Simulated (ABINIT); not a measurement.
# BP (F-43m): G0W0 with ABINIT, start to end, part 3 of 3

Aim: the G0W0 gap of BP (F-43m) on LDA, step by step.

ABINIT 10.8.3; LDA and many-body steps on it, plane waves. Known limits of the many-body steps: not at the basis limit; coarse k mesh.

So far. Step 4 (Empty states on the mesh, 4×4×4 mesh, 99 bands): On this mesh the gap is 1.318 eV. The earlier step found 1.229 eV, so this mesh misses an edge. Step 5 (Screening, 4×4×4 mesh, 91 bands, screening to 264 eV): Local fields lower ε∞ by 8 %. On a Γ-centred mesh this coarse the value itself is usually too large, while a short band sum pulls it down.

## (6) Self-energy, 4×4×4 mesh, 91 bands, screening to 264 eV

The self-energy is evaluated for the states that the input lists, and the levels follow from it, in one-shot runs by the linearised quasiparticle equation.

This step: G0W0 on LDA, plane waves, norm-conserving pseudopotentials.

The input, run.abi:

```
acell 3*1.0 Angstrom
rprim 
  0.000000000000 2.269000000000 2.269000000000
  2.269000000000 0.000000000000 2.269000000000
  2.269000000000 2.269000000000 0.000000000000
ntypat 2
znucl 5 15
natom 2
typat 1 2
xred 
  0.000000000000 0.000000000000 0.000000000000
  0.250000000000 0.250000000000 0.250000000000
pp_dirpath "pseudos"
pseudos "B.upf, P.upf"
ecut 34
ngkpt 4 4 4
nshiftk 1
shiftk 0 0 0
kptopt 1
chksymbreak 0
istwfk *1
occopt 1
irdwfk 1
optdriver 4
nband 91
gwcalctyp 0
ecutsigx 34
symsigma 1
nkptgw 3
kptgw 
  0.0000000000 0.0000000000 0.0000000000
  0.5000000000 0.5000000000 0.0000000000
  0.5000000000 0.0000000000 0.0000000000
bdgw 
  2 7
  3 6
  3 7
ecuteps 9.7
irdscr 1
ppmodel 1
indata_prefix "in"
outdata_prefix "out"
tmpdata_prefix "tmp"
```

Command:

```console
OMP_NUM_THREADS=1 mpirun -n 4 abinit run.abi > log
```

Numbers of over 12 decimals in the logs are rounded to 6 here.

Output:

```text
.Version 10.8.3 of ABINIT. v10.8.2 released Aug 2026.

 Symmetries : space group F-4 3 m (#216); Bravais cF (face-center cubic)
[... echo of the input left out ...]
== DATASET  1 ==================================================================
-   mpi_nproc: 4, omp_nthreads: 1 (-1 if OMP is not activated)

--- !DatasetInfo
iteration_state: {dtset: 1, }
dimensions: {natom: 2, nkpt: 8, mband: 91, nsppol: 1, nspinor: 1, nspden: 1, mpw: 1524, }
cutoff_energies: {ecut:  34.0, pawecutdg:  -1.0, }
electrons: {nelect:   8.00000000E+00, charge:   0.00000000E+00, occopt:   1.00000000E+00, tsmear:   1.00000000E-02, }

 SIGMA: Calculation of the GW corrections

 Based on a program developped by R.W. Godby, V. Olevano, G. Onida, and L. Reining.
 Incorporated in ABINIT by V. Olevano, G.-M. Rignanese, and M. Torrent.
.Using double precision arithmetic ; gwpc =  8

[... cell and pseudopotentials left out ...]
--------------------------------------------------------------------------------

 ==== K-mesh for the wavefunctions ====
 Number of points in the irreducible wedge :     8
[... list of points left out ...]
 Together with 24 symmetry operations and time-reversal symmetry
 yields    64 points in the full Brillouin Zone.

 ==== Q-mesh for screening function ====
 Number of points in the irreducible wedge :     8
[... list of points left out ...]
 Together with 24 symmetry operations and time-reversal symmetry
 yields    64 points in the full Brillouin Zone.

 vcoul_init : cutoff-mode = AUXILIARY_FUNCTION
 q-points for optical limit:   1
     1)      0.000010    0.000020    0.000030
 setmesh: FFT mesh size selected  =    32x   32x   32
          total number of points  =        32768

 Number of electrons calculated from density =    8.0000; Expected =    8.0000
 average of density, n =  0.050741
 r_s =    1.6757
 omega_plasma =   21.7288 [eV]

 === KS Band Gaps ===
  >>>> For spin  1
   Minimum direct gap =   3.3863 [eV], located at k-point      :   0.0000  0.0000  0.0000
   Fundamental gap    =   1.3176 [eV], Top of valence bands at :   0.0000  0.0000  0.0000
                                       Bottom of conduction at :   0.5000  0.5000  0.0000
 SIGMA fundamental parameters:
 PLASMON POLE MODEL  1
 number of plane-waves for SigmaX                 1459
 number of plane-waves for SigmaC and W            259
 number of plane-waves for wavefunctions          1459
 number of bands                                    91
 number of independent spin polarizations            1
 number of spinorial components                      1
 number of k-points in IBZ                           8
 number of q-points in IBZ                           8
 number of symmetry operations                      24
 number of k-points in BZ                           64
 number of q-points in BZ                           64
 number of frequencies for dSigma/dE                 9
 frequency step for dSigma/dE [eV]                0.25
 number of omega for Sigma on real axis              0
 max omega for Sigma on real axis  [eV]           0.00
 zcut for avoiding poles [eV]                     0.10

 EPSILON^-1 parameters (SCR file):
 dimension of the eps^-1 matrix on file            259
 dimension of the eps^-1 matrix used               259
 number of plane-waves for wavefunctions          1459
 number of bands                                    91
 number of q-points in IBZ                           8
 number of frequencies                               2
 number of real frequencies                          1
 number of imag frequencies                          1

 matrix elements of self-energy operator (all in [eV])

 Perturbative Calculation

--- !SelfEnergy_ee
iteration_state: {dtset: 1, }
kpoint     : [   0.000,    0.000,    0.000, ]
spin       : 1
KS_gap     :    3.386
QP_gap     :    4.273
Delta_QP_KS:    0.887
data: !SigmaeeData |
     Band     E0 <VxcDFT>   SigX SigC(E0)      Z dSigC/dE  Sig(E)    E-E0       E
        2   7.259 -13.223 -15.229   1.237   0.791  -0.264 -13.831  -0.608   6.651
        3   7.259 -13.223 -15.229   1.237   0.791  -0.264 -13.831  -0.608   6.651
        4   7.259 -13.223 -15.229   1.237   0.791  -0.264 -13.831  -0.608   6.651
        5  10.645 -12.017  -7.058  -4.607   0.793  -0.261 -11.738   0.279  10.925
        6  10.645 -12.017  -7.058  -4.607   0.793  -0.261 -11.738   0.279  10.925
        7  10.645 -12.017  -7.058  -4.607   0.793  -0.261 -11.738   0.279  10.925

--- !SelfEnergy_ee
iteration_state: {dtset: 1, }
kpoint     : [   0.500,    0.500,    0.000, ]
spin       : 1
KS_gap     :    5.422
QP_gap     :    6.390
Delta_QP_KS:    0.968
data: !SigmaeeData |
     Band     E0 <VxcDFT>   SigX SigC(E0)      Z dSigC/dE  Sig(E)    E-E0       E
        3   3.155 -12.464 -16.031   2.607   0.773  -0.293 -13.207  -0.742   2.413
        4   3.155 -12.464 -16.031   2.607   0.773  -0.293 -13.207  -0.742   2.413
        5   8.577 -10.945  -6.342  -4.322   0.805  -0.243 -10.719   0.226   8.803
        6   8.819 -10.813  -6.099  -4.348   0.810  -0.235 -10.517   0.296   9.115

--- !SelfEnergy_ee
iteration_state: {dtset: 1, }
kpoint     : [   0.500,    0.000,    0.000, ]
spin       : 1
KS_gap     :    5.515
QP_gap     :    6.415
Delta_QP_KS:    0.899
data: !SigmaeeData |
     Band     E0 <VxcDFT>   SigX SigC(E0)      Z dSigC/dE  Sig(E)    E-E0       E
        3   5.511 -12.954 -15.666   1.834   0.784  -0.275 -13.643  -0.689   4.822
        4   5.511 -12.954 -15.666   1.834   0.784  -0.275 -13.643  -0.689   4.822
        5  11.026 -12.126  -6.874  -4.986   0.791  -0.264 -11.916   0.211  11.237
        6  11.943 -11.612  -6.149  -4.985   0.795  -0.258 -11.232   0.380  12.324
        7  11.943 -11.612  -6.149  -4.985   0.795  -0.258 -11.232   0.380  12.324

== END DATASET(S) ==============================================================
================================================================================

 -outvars: echo values of variables after computation  --------
           etotal      0.0000000000E+00
            nband          91
             nkpt           8
          spgroup         216
 [... the other variables as echoed above ...]

 Calculation completed.
```

It took 12 s on 4 MPI ranks of Arm Neoverse V2, shared host; peak memory 0.6 GiB; 48 s of CPU time.

This step gave:

```yaml
g0w0_gap_on_the_points_computed: 2.152 eV
starting_gap_on_the_mesh: 1.318 eV
k_of_the_valence_top: 0, 0, 0
k_of_the_conduction_bottom: 0.5, 0.5, 0
z_at_the_valence_top: 0.791
z_at_the_conduction_bottom: 0.805
least_direct_g0w0_gap_on_the_computed_points: 4.274 eV
```

The gap on the mesh goes from 1.32 eV to 2.15 eV, a correction of +0.83 eV. The start differs from the 1.23 eV found before because the two sample other k points.

Limits: finite bands, cutoff and mesh; coarse k mesh. v1 is the top filled band, c1 the lowest empty one. Levels before and after the correction, in eV, zero at the valence-band top of each column:

```tsv
	conduction bottom	valence top
Kohn-Sham	1.32	0.00
G0W0	2.15	0.00
```

```tsv
	level	energy (eV)
Kohn-Sham	Γ v3-v1	0.000
Kohn-Sham	Γ c1-c3	3.386
Kohn-Sham	(0.5 0.5 0) v2-v1	-4.104
Kohn-Sham	(0.5 0.5 0) c1	1.318
Kohn-Sham	(0.5 0.5 0) c2	1.560
G0W0	Γ v3-v1	0.000
G0W0	Γ c1-c3	4.274
G0W0	(0.5 0.5 0) v2-v1	-4.238
G0W0	(0.5 0.5 0) c1	2.152
G0W0	(0.5 0.5 0) c2	2.464
```

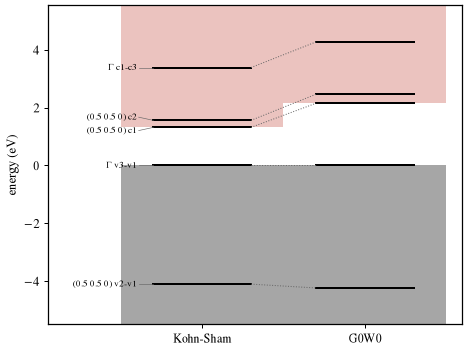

Levels before and after the correction. Shaded: valence and conduction bands.

## (7) Where the time went

Times are wall times on 4 MPI ranks of Arm Neoverse V2, shared host, good to a factor of about two.

```tsv
step	time	share	memory (GiB)
ground state	3.3 s	10 %	0.26
bands along the symmetry lines	3.3 s	10 %	0.25
empty states on the mesh	6.5 s	20 %	0.73
screening	6.5 s	21 %	0.5
self-energy	12 s	38 %	0.6
```

## (8) Outcome

| Property | Result |
| --- | --- |
| LDA gap | 1.21 eV, indirect |
| G0W0 gap on the mesh | 2.15 eV |
| G0W0 gap over the zone (rigid shift) | 2.05 eV |
| GW settings | 4×4×4 mesh, 91 bands, screening to 264 eV, Godby-Needs plasmon pole |
| known limits | not at the basis limit; coarse k mesh |

What this shows: G0W0 moves the gap on the mesh from 1.32 eV to 2.15 eV (+0.83 eV), with Z of 0.79 and 0.81 at the edges. The mesh misses the band edges by 0.11 eV in all; a rigid shift gives 2.05 eV for the zone. Local fields lower the RPA ε∞ on this mesh from 14.14 to 12.96; a Γ-centred mesh this coarse tends to raise both, most where the direct gap is narrow, while a short band sum lowers them. Only 3 of the mesh's irreducible points were corrected, so a valley elsewhere could overtake. The dearest step here is «self-energy». Bands and cutoff are finite, so the gap is not at the basis limit. The miss can reach some tenths of an eV and take either sign; the mesh is an error of its own. In the G0W0 run levels were corrected at 3 k points alone, so a gap called «on the mesh» is the least over those, and an edge elsewhere would be missed. A denser mesh or path gives a starting gap of 1.21 eV: the GW mesh misses a band edge, so its gaps are not the fundamental one. The 4×4×4 mesh is coarse for this cell, which bears on the long-range parts of exchange and screening.

[Paths, hosts, dates, memory and timing lines, banners, echoed tables and standing remarks are left out of the program output.]

[Logs are printed without paths, hosts, clocks, repeated set-up lines and the standing remarks that a program may print on its own settings, such as how far it seeks lower states.]

[Runs of the session that timed out or met a known fault of the program may be left out.]

[Hosts, paths, dates, database ids (printed as entryN), source tags and the programs' standing remarks are cut or masked in the printed files.]

[G0W0 gaps are taken among the corrected bands and points alone; a level outside them can change the order at an edge.]

[Where Ansatz stands beside ABINIT at settings called matched, ABINIT's density can come from a denser mesh and the files from another edition; pairs whose starting gaps differed by over 0.03 eV were left out, so agreement reads better than it is.]
